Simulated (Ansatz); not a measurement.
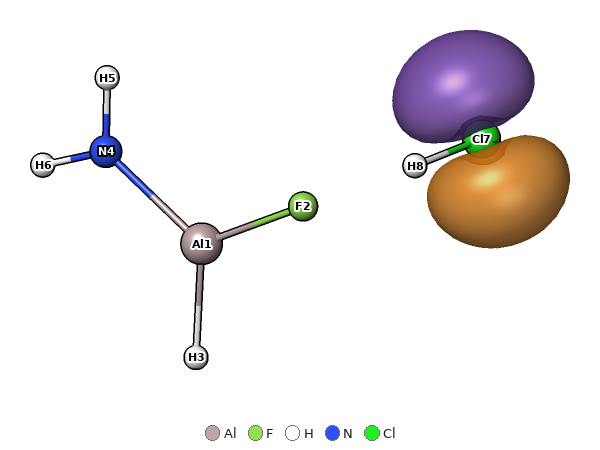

Figure 1: AlFH₃N···HCl. The HOMO−1 at ±0.2 Å⁻³ᐟ² (orange and purple are the two phases), seen across its widest extent.

All numbers below come from RKS BLYP/6-31G* in Ansatz.

```xyz
8

Al   -0.0785   -0.1176   -0.2653
F    -0.1227    0.0555    1.4199
H     1.3220   -0.1178   -0.9943
N    -1.6347   -0.3306   -1.0998
H    -2.5540   -0.3401   -0.6564
H    -1.7261   -0.4146   -2.1135
Cl   -0.1243    3.0722    2.2219
H    -0.1119    1.7658    2.0577
```

What is the character of this orbital?

Its weight (Hirshfeld) is mainly on Cl7 (about 95 %); largely a lone pair of Cl7. Its energy is −7.05 eV.
